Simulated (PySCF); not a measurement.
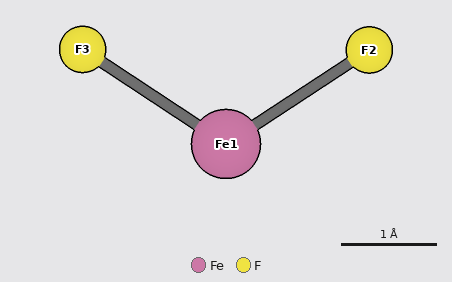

Starting structure of FeF$_{2}$ (multiplicity 5). The picture is a ball-and-stick view, seen face on.

The start comes from GFN2-xTB.

Level of theory: PBE0-D3(BJ)/def2-SVP geometry optimisation, gas phase (PySCF 2.14.0, density-fitted response routines).

```xyz
3

Fe   -0.5754   -0.3308   -0.0076
F     0.2768    0.1497    1.5131
F     0.2986    0.1811   -1.5055
```

### Predict the outcome.

The energy falls by 0.871 eV in 5 geometry steps. Largest force component: 2 eV/Å at the start, 0.0064 eV/Å at the end. The largest move after the best rigid fit is that of Fe1, 0.66 Å. Largest moves by element: Fe 0.66 Å, F 0.41 Å. Among the contacts that change: Fe1–F2 1.808 → 1.744 Å. Bond angles that change, for instance: F2–Fe1–F3 113.2° → 179.9°. The run took of the order of 12 core-seconds on a shared host.

Step by step:

```json
{"step": "0", "E − E(0), eV": "0.0000", "largest force component, eV/Å": "2.0341"}
{"step": "1", "E − E(0), eV": "-0.2875", "largest force component, eV/Å": "1.1255"}
{"step": "2", "E − E(0), eV": "-0.6030", "largest force component, eV/Å": "0.5914"}
{"step": "3", "E − E(0), eV": "-0.8309", "largest force component, eV/Å": "0.3259"}
{"step": "4", "E − E(0), eV": "-0.8704", "largest force component, eV/Å": "0.0078"}
{"step": "5", "E − E(0), eV": "-0.8705", "largest force component, eV/Å": "0.0064"}
```

Final geometry:

```xyz
3

Fe   -0.0013   -0.0007   -0.0001
F    -0.0119   -0.0178    1.7436
F     0.0132    0.0185   -1.7435
```

The end point in the same view:

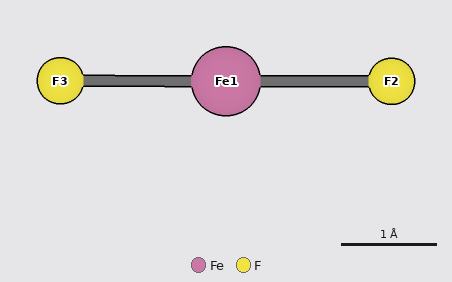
